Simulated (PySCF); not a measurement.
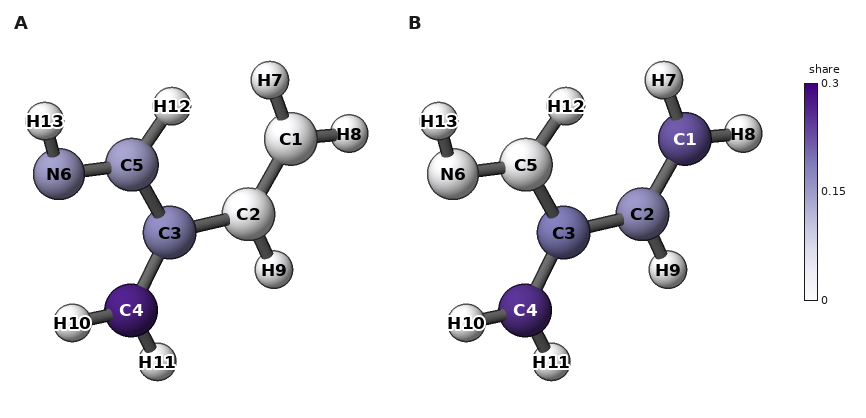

Each panel colours the atoms by their Löwdin share in one orbital (up to four of the largest shares; other atoms are shown as zero). The computed structure is the end point of a PBE0-D3(BJ)/def2-SVP optimisation. No frequency run is at hand to confirm it as a minimum. Level of theory: ωB97X-D/def2-SVPD (PySCF 2.14.0).

**The panels show the HOMO, LUMO, in some order. Which is which?**

A: LUMO, 0.11 eV; C4 0.27, C3 0.17, N6 0.15, C5 0.14
B: HOMO, −8.66 eV; C4 0.25, C1 0.22, C3 0.19, C2 0.16
